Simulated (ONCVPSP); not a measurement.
# Pt: pseudopotential generation

- system: platinum (Pt, Z = 78), core [Xe], reference valence 4f14 5d9.5 6s0.5, valence charge 24.
- method: ONCV potential, LDA (Perdew-Zunger), scalar-relativistic, made with ONCVPSP 4.0.1

## Input file
```
# ATOM AND REFERENCE CONFIGURATION
# atsym  z   nc   nv     iexc    psfile
  Pt 78.00   11    3        3      upf
#
#   n    l    f
    1    0    2.00
    2    0    2.00
    2    1    6.00
    3    0    2.00
    3    1    6.00
    3    2   10.00
    4    0    2.00
    4    1    6.00
    4    2   10.00
    5    0    2.00
    5    1    6.00
    4    3   14.00
    5    2    9.50
    6    0    0.50
#
# PSEUDOPOTENTIAL AND OPTIMIZATION
# lmax
    3
#
#   l,   rc,      ep,       ncon, nbas, qcut
    0    2.15    0.00    4    8    2.50
    1    2.30    0.23    4    7    4.10
    2    2.50    0.00    4    8    5.40
    3    0.55    0.00    3    8   27.00
#
# LOCAL POTENTIAL
# lloc, lpopt,  rc(5),   dvloc0
    4    3    0.35    0.00
#
# VANDERBILT-KLEINMAN-BYLANDER PROJECTORs
# l, nproj, debl
    0    1    1.90
    1    2    1.20
    2    2    0.40
    3    3    3.70
#
# MODEL CORE CHARGE
# icmod, fcfact, rcfact
    3    2.25    1.30
#
# LOG DERIVATIVE ANALYSIS
# epsh1, epsh2, depsh
   -4.00    5.00    0.02
#
# OUTPUT GRID
# rlmax, drl
    6.00    0.01
#
# TEST CONFIGURATIONS
# ncnf
    4
# nvcnf
#   n    l    f
    3
    4    3   14.00
    5    2    9.00
    6    0    1.00
#
    3
    4    3   14.00
    5    2    9.00
    6    0    0.00
#
    3
    4    3   14.00
    5    2    8.00
    6    0    0.00
#
    3
    4    3   13.00
    5    2    9.00
    6    0    1.00
#
```

Hardware: 1 CPU thread, shared host.

Command:
```bash
oncvpsp.x < Pt.dat > Pt.out
```

## Output (extracts)
```
ONCVPSP  (Optimized Norm-Conservinng Vanderbilt PSeudopotential)
scalar-relativistic version 4.0.1

#   n    l    f        energy (Ha)
    1    0    2.00    -2.8802078E+03
    2    0    2.00    -5.0598370E+02
    2    1    6.00    -4.3863194E+02
    3    0    2.00    -1.1880361E+02
    3    1    6.00    -9.9194918E+01
    3    2   10.00    -7.7906682E+01
    4    0    2.00    -2.5468742E+01
    4    1    6.00    -1.9036725E+01
    4    2   10.00    -1.1227632E+01
    5    0    2.00    -3.7106888E+00
    5    1    6.00    -2.0256599E+00
    4    3   14.00    -2.5447219E+00
    5    2    9.50    -2.0285579E-01
    6    0    0.50    -2.0521942E-01

Reference configufation results
  iterations    27
  all-electron total energy (Ha)   -1.84032477D+04

Begin loop to  construct optimized pseudo wave functions
and semi-local pseudopoentials for all angular momenta

Calculating optimized projector #   1

 for l=   0

    Fraction of norm inside rc  0.239552
    Optimizing pswf for qcut=   2.49 a_B^-1,  ecut=   3.10 Ha
    Residual kinetic energy error=  5.19D-03 Ha

    Energy error per electron        Cutoff
         Ha          eV             Ha
         0.01000     0.27211        2.57
         0.00100     0.02721        7.56
         0.00010     0.00272       28.66
         0.00001     0.00027       35.94

   Wellstate for l =  1  n =  7
     eigenvalue =   0.2300
     asymptotic potential =   0.7300
     half-point radius = 10.5116

   Wellstate for l =  1  n =  7
     eigenvalue =   1.4300
     asymptotic potential =   1.9300
     half-point radius =  3.8361

Calculating optimized projector #   1

 for l=   1

    Fraction of norm inside rc  0.072882
    Optimizing pswf for qcut=   4.09 a_B^-1,  ecut=   8.38 Ha
    Residual kinetic energy error=  2.07D-04 Ha

    Energy error per electron        Cutoff
         Ha          eV             Ha
         0.01000     0.27211        0.89
         0.00100     0.02721        3.31
         0.00010     0.00272       14.95
         0.00001     0.00027       27.68

Calculating optimized projector #   2

 for l=   1

    Fraction of norm inside rc  0.263701
    Optimizing pswf for qcut=   4.09 a_B^-1,  ecut=   8.38 Ha
    Residual kinetic energy error=  4.78D-03 Ha

    Energy error per electron        Cutoff
         Ha          eV             Ha
         0.01000     0.27211        7.01
         0.00100     0.02721       18.18
         0.00010     0.00272       36.66
         0.00001     0.00027       44.77

   Wellstate for l =  2  n =  6
     eigenvalue =   0.1971
     asymptotic potential =   0.6971
     half-point radius =  8.9780

Calculating optimized projector #   1

 for l=   2

    Fraction of norm inside rc  0.853577
    Optimizing pswf for qcut=   5.40 a_B^-1,  ecut=  14.57 Ha
    Residual kinetic energy error=  4.97D-05 Ha

    Energy error per electron        Cutoff
         Ha          eV             Ha
         0.01000     0.27211       10.11
         0.00100     0.02721       12.21
         0.00010     0.00272       14.22
         0.00001     0.00027       32.81

Calculating optimized projector #   2

 for l=   2

    Fraction of norm inside rc  0.058253
    Optimizing pswf for qcut=   5.40 a_B^-1,  ecut=  14.57 Ha
    Residual kinetic energy error=  1.20D-05 Ha

    Energy error per electron        Cutoff
         Ha          eV             Ha
         0.01000     0.27211        7.85
         0.00100     0.02721       10.72
         0.00010     0.00272       12.94
         0.00001     0.00027       14.80

   Wellstate for l =  3  n =  5
     eigenvalue =   1.1553
     asymptotic potential =   1.6553
     half-point radius =  3.4623

   Wellstate for l =  3  n =  6
     eigenvalue =   4.8553
     asymptotic potential =   5.3553
     half-point radius =  2.1443

Calculating optimized projector #   1

 for l=   3

    Fraction of norm inside rc  0.635324
    Optimizing pswf for qcut=  27.03 a_B^-1,  ecut= 365.36 Ha
    Residual kinetic energy error=  2.32D-04 Ha

    Energy error per electron        Cutoff
         Ha          eV             Ha
         0.01000     0.27211      303.66
         0.00100     0.02721      341.09
         0.00010     0.00272      584.02
         0.00001     0.00027     1601.72

Calculating optimized projector #   2

 for l=   3

    Fraction of norm inside rc  0.010114
    Optimizing pswf for qcut=  27.03 a_B^-1,  ecut= 365.36 Ha
    Residual kinetic energy error=  7.40D-06 Ha

    Energy error per electron        Cutoff
         Ha          eV             Ha
         0.01000     0.27211      222.85
         0.00100     0.02721      282.19
         0.00010     0.00272      325.09
         0.00001     0.00027      360.98

Calculating optimized projector #   3

 for l=   3

    Fraction of norm inside rc  0.029402
    Optimizing pswf for qcut=  27.03 a_B^-1,  ecut= 365.36 Ha
    Residual kinetic energy error=  5.20D-05 Ha

    Energy error per electron        Cutoff
         Ha          eV             Ha
         0.01000     0.27211      268.50
         0.00100     0.02721      318.31
         0.00010     0.00272      356.02
         0.00001     0.00027      470.97

Construct Vanderbilt / Kleinmman-Bylander projectors

B matrix Hermiticity error, ll=   1
   1   2   -5.0701E-05

  Orthonormal projector coefficients  4.5348E+01  3.2221E+00

B matrix Hermiticity error, ll=   2
   1   2    2.5129E-05

  Orthonormal projector coefficients  1.6295E+01 -1.3776E+00

B matrix Hermiticity error, ll=   3
   1   2    7.7232E-04
   1   3   -2.8246E-03
   2   3    1.9856E-04

  Orthonormal projector coefficients  7.1163E+02 -3.0458E+01 -1.4045E+01

Model core correction analysis
  based on d2Exc/dn_idn_j

d2excae - all-electron derivatives

   -2.869167D-02   -3.014950D-03   -7.480856D-04
   -3.014946D-03   -1.554007D-02   -1.053277D-02
   -7.480867D-04   -1.053030D-02   -2.403786D-02

d2excps - pseudofunction derivatives with no core correction

   -6.165661D-02   -3.596707D-03   -3.185027D-04
   -3.596720D-03   -2.158702D-02   -1.225801D-02
   -3.185225D-04   -1.225616D-02   -2.467108D-02

rms 2nd derivative error    1.120840E-02

rmatch, rhocmatch    1.2044    5.1993

Teter function model core charge with specified parameters

d2excps - pseudofunction derivatives with core correction

   -5.853665D-02   -3.029849D-03   -2.741771D-04
   -3.029873D-03   -1.960224D-02   -1.194990D-02
   -2.741777D-04   -1.194699D-02   -2.458732D-02

rms 2nd derivative error    1.006640E-02

Pseudoatom total energy -316.496889

Diagnostic tests using Vanderbilt-Kleinman-Bylander pseudopotentials
  1 or more projectors used as specified by nproj input data

   l    rcore       rmatch      e in        delta e   norm test  slope test

   0   2.1516934   2.2170235  -0.2052194  -0.0000004   1.0000008   0.9999903

   1   2.3118314   2.3820236   0.2300000   0.0000037   1.0001601   1.0001601
run_diag: lschvkbbe ERROR   2   2   1  60  1.42999999E+00  1.23699999E+00
   1   2.3118314   2.3820236   1.4300000  -0.1930000   0.0088973   0.0128880

   2   2.5137836   2.5901075  -0.2028558  -0.0000010   1.0000939   1.0000975
   2   2.5137836   2.5901075   0.1971442   0.0000001   1.0001711   1.0001711

   3   0.5500989   0.5668011  -2.5447219   0.0025915   1.0008282   1.0011155
   3   0.5500989   0.5668011   1.1552781   0.0026016   1.0014867   1.0014867
   3   0.5500989   0.5668011   4.8552781   0.0017431   1.0018012   1.0018012

 Testing for bound ghosts
   n   l    E NL Schr. Eq   E Basis Diag.   E Cutoff

       0                     -100.774192     40.18  WARNING - GHOST(-)
       0                      -28.330233     40.18  WARNING - GHOST(-)
       0                       -1.888739     40.18  WARNING - GHOST(-)
   1   0       -0.205220       -0.197744     40.18

       1                      -37.533751     41.11  WARNING - GHOST(-)
       1                       -1.474593     41.11  WARNING - GHOST(-)
   2   1       -0.029334        0.007210     41.11

       2                      -17.866730     54.64  WARNING - GHOST(-)
   3   2       -0.202857       -0.202679     54.64

   4   3       -2.542130       -2.519578   1629.73

 Testing for highly-localized positive-energy ghosts
       l    <radius>/rc     E Basis Diag.   E Cutoff

       1        0.853352       11.769943     41.11  WARNING - GHOST(+)

       3        0.933745     1526.674194   1629.73  WARNING - GHOST(+)

Test configuration 0

   n   l     f        eae           eps        diff
   1   0  2.0000-2880.20775811
   2   0  2.0000 -505.98370177
   2   1  6.0000 -438.63193746
   3   0  2.0000 -118.80360691
   3   1  6.0000  -99.19491822
   3   2 10.0000  -77.90668165
   4   0  2.0000  -25.46874170
   4   1  6.0000  -19.03672488
   4   2 10.0000  -11.22763210
   5   0  2.0000   -3.71068877
   5   1  6.0000   -2.02565989
   4   3 14.0000   -2.54472188   -2.54213039    2.59D-03
   5   2  9.5000   -0.20285579   -0.20285679   -9.99D-07
   6   0  0.5000   -0.20521942   -0.20521982   -4.05D-07

    Total energies and differences
      AE_ref= -1.84032477D+04  AE_tst= -1.84032477D+04  dif=  0.00D+00
      PS_ref= -3.16496889D+02  PS_tst= -3.16496889D+02  dif= -2.27D-13
      PSP excitation error=  2.27D-13

Test configuration 1

   n   l     f        eae           eps        diff
   1   0  2.0000-2880.25309382
   2   0  2.0000 -506.03089912
   2   1  6.0000 -438.67907073
   3   0  2.0000 -118.85038257
   3   1  6.0000  -99.24169132
   3   2 10.0000  -77.95363010
   4   0  2.0000  -25.51537439
   4   1  6.0000  -19.08337182
   4   2 10.0000  -11.27434043
   5   0  2.0000   -3.75593678
   5   1  6.0000   -2.06850318
   4   3 14.0000   -2.59133756   -2.59409019   -2.75D-03
   5   2  9.0000   -0.23435647   -0.23429988    5.66D-05
   6   0  1.0000   -0.21937338   -0.21937191    1.48D-06

    Total energies and differences
      AE_ref= -1.84032477D+04  AE_tst= -1.84032445D+04  dif=  3.16D-03
      PS_ref= -3.16496889D+02  PS_tst= -3.16493814D+02  dif=  3.07D-03
      PSP excitation error=  8.34D-05

Test configuration 2

   n   l     f        eae           eps        diff
   1   0  2.0000-2880.55820937
   2   0  2.0000 -506.33322968
   2   1  6.0000 -438.98147542
   3   0  2.0000 -119.15345520
   3   1  6.0000  -99.54476581
   3   2 10.0000  -78.25642896
   4   0  2.0000  -25.81885776
   4   1  6.0000  -19.38685566
   4   2 10.0000  -11.57775181
   5   0  2.0000   -4.06080406
   5   1  6.0000   -2.37491081
   4   3 14.0000   -2.89485369   -2.89023248    4.62D-03
   5   2  9.0000   -0.53632348   -0.53602480    2.99D-04

    Total energies and differences
      AE_ref= -1.84032477D+04  AE_tst= -1.84028937D+04  dif=  3.54D-01
      PS_ref= -3.16496889D+02  PS_tst= -3.16143015D+02  dif=  3.54D-01
      PSP excitation error=  4.15D-05

Test configuration 3

   n   l     f        eae           eps        diff
   1   0  2.0000-2881.03042101
   2   0  2.0000 -506.80677486
   2   1  6.0000 -439.45497777
   3   0  2.0000 -119.62588279
   3   1  6.0000 -100.01718939
   3   2 10.0000  -78.72910717
   4   0  2.0000  -26.29081306
   4   1  6.0000  -19.85878592
   4   2 10.0000  -12.04967665
   5   0  2.0000   -4.52758466
   5   1  6.0000   -2.83544022
   4   3 14.0000   -3.36634299   -3.36650434   -1.61D-04
   5   2  8.0000   -0.96184541   -0.96056807    1.28D-03

    Total energies and differences
      AE_ref= -1.84032477D+04  AE_tst= -1.84021492D+04  dif=  1.10D+00
      PS_ref= -3.16496889D+02  PS_tst= -3.15399129D+02  dif=  1.10D+00
      PSP excitation error=  6.61D-04

Test configuration 4

   n   l     f        eae           eps        diff
   1   0  2.0000-2881.11072784
   2   0  2.0000 -506.93058617
   2   1  6.0000 -439.57288702
   3   0  2.0000 -119.81882096
   3   1  6.0000 -100.20877090
   3   2 10.0000  -78.91485782
   4   0  2.0000  -26.40578586
   4   1  6.0000  -19.95462257
   4   2 10.0000  -12.12661617
   5   0  2.0000   -4.32614602
   5   1  6.0000   -2.59101251
   4   3 13.0000   -3.42261937   -3.59925136   -1.77D-01
   5   2  9.0000   -0.66112723   -0.66869306   -7.57D-03
   6   0  1.0000   -0.53296553   -0.52533021    7.64D-03

    Total energies and differences
      AE_ref= -1.84032477D+04  AE_tst= -1.84002457D+04  dif=  3.00D+00
      PS_ref= -3.16496889D+02  PS_tst= -3.13410153D+02  dif=  3.09D+00
      PSP excitation error= -8.48D-02
```

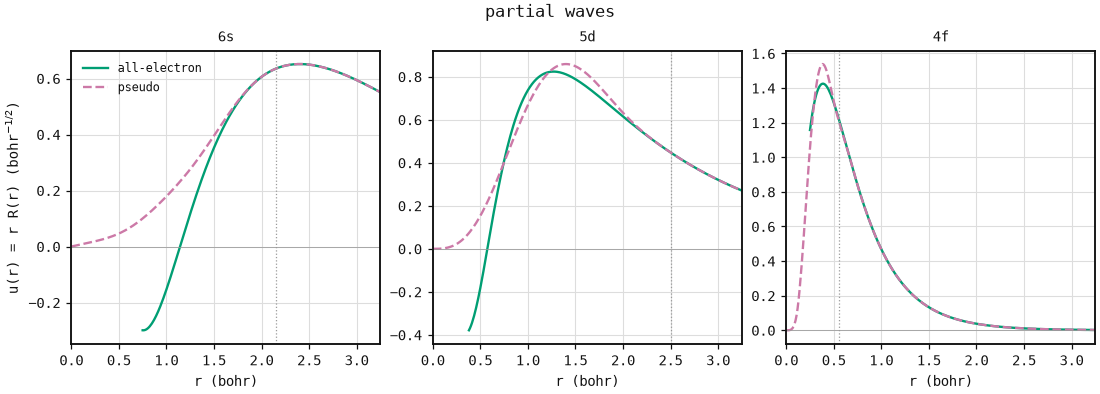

Figure 1. Partial waves u(r) = r R(r), all-electron (solid) and pseudo (dashed). Dotted lines mark the matching radii. The innermost oscillations of some all-electron curves aren't drawn. Pseudo-waves: 6s has no node; 5d has no node; 4f has no node.

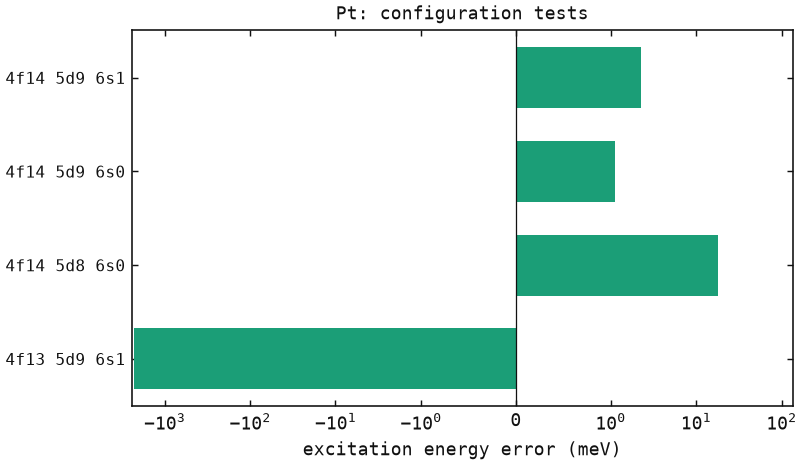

Figure 2. Errors, all-electron minus pseudo, of the energies of valence configurations relative to the unpolarised reference 4f14 5d9.5 6s0.5.

- Worst configuration: 4f13 5d9 6s1 (charge +1): the error is -2308 meV on an all-electron energy of +81.69 eV relative to the reference, or 2.8 %.
- Errors in meV: 4f14 5d9 6s1: +2.3; 4f14 5d9 6s0: +1.1; 4f14 5d8 6s0: +18; 4f13 5d9 6s1: -2308.
- Configurations within 10 meV and within 50 meV: 2 and 3 of 4. The potential isn't sound: its ghost test gives GHOST(-) flagged for s at -2742.2 eV, s at -770.9 eV, s at -51.4 eV, p at -1021.3 eV, p at -40.1 eV; no localised positive-energy state flagged (flags above 300 eV left out) (the first five of each kind).

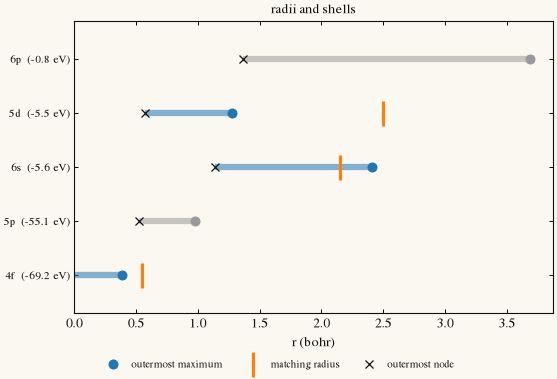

Figure 3. Outer shells of the all-electron reference atom: each bar runs from the outermost node (or the nucleus) to the outermost maximum of u(r); the tick is the radius chosen for the pseudo-wave. Shells without a tick have no pseudo-wave of their own. Levels, nodes and maxima are from ld1.x, scalar-relativistic.

- Radii against the shells: 4f: 0.55 bohr, outside the maximum; 6s: 2.15 bohr, between node and maximum; 5d: 2.50 bohr, outside the maximum.

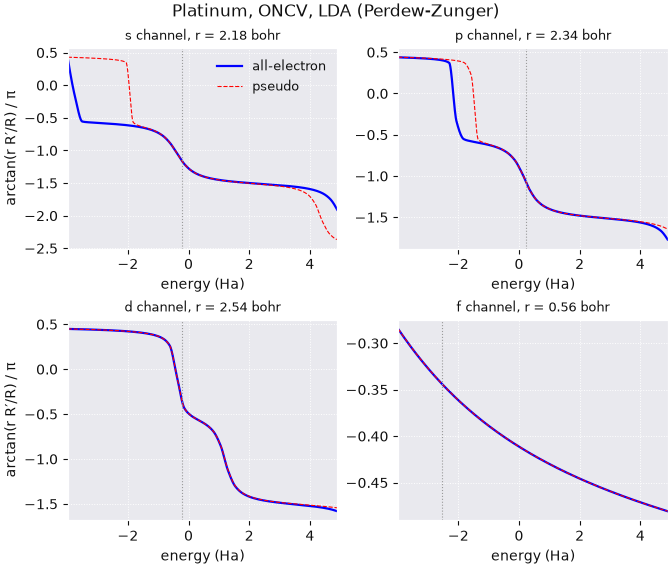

Figure 4. Unwrapped phase arctan(r R′/R) in units of π against energy, all-electron (solid) and pseudo (dashed); the pseudo phase is matched to the all-electron one at the reference energy. Here R(r) is the radial function. A near-vertical step is a level narrower than the spacing of the points behind the curves. The dotted line marks the reference energy of the channel.

- Ghost states: Going away from the reference energies, the phases part by more than π/2 in: s at about 4.5 Ha (above its reference energy, pseudo phase lower); s at about -1.9 Ha (below its reference energy, pseudo phase higher, at the flagged ghost); p at about -1.5 Ha (below its reference energy, pseudo phase higher, at the flagged ghost). Such a step is either a state that only one of the two atoms has or an ordinary level shifted in energy. The separate test gives: GHOST(-) flagged for s at -2742.2 eV, s at -770.9 eV, s at -51.4 eV, p at -1021.3 eV, p at -40.1 eV; no localised positive-energy state flagged (flags above 300 eV left out) (the first five of each kind). The other bound ghosts lie below the range of the plot.
- Range over which the phases agree within 0.05 rad: s: between about -1.6 and 3.1 Ha; p: between about -1.2 and 4.2 Ha; d: up to about 4.4 Ha; f: over the whole range drawn.

## Summary

- outcome: generated, with a ghost state
- cutoffs needed: 341 Ha and 584 Ha (the cutoffs at which the residual kinetic energy of the hardest occupied pseudo-wave falls to 1 and 0.1 mHa per electron)
- ghost test: GHOST(-) flagged for s at -2742.2 eV, s at -770.9 eV, s at -51.4 eV, p at -1021.3 eV, p at -40.1 eV; no localised positive-energy state flagged (flags above 300 eV left out) (the first five of each kind)
- largest excitation error: -2308 meV (all-electron minus pseudo) for 4f13 5d9 6s1, out of 4 test configurations
- rms error of d²Exc/dni dnj: 11.21 mHa without and 10.07 mHa with the model core
- range over which the phases arctan(r R′/R) at the test radius agree within 0.05 rad (a looser test near the poles than one of phase shifts): s: between about -1.6 and 3.1 Ha; p: between about -1.2 and 4.2 Ha; d: up to about 4.4 Ha; f: over the whole range computed
- wall time: 7.2 s

## Notes

The potential has a bound ghost state, so it can't be used as it stands. An excitation error of 2308 meV in its own tests makes this a poorly transferable potential.
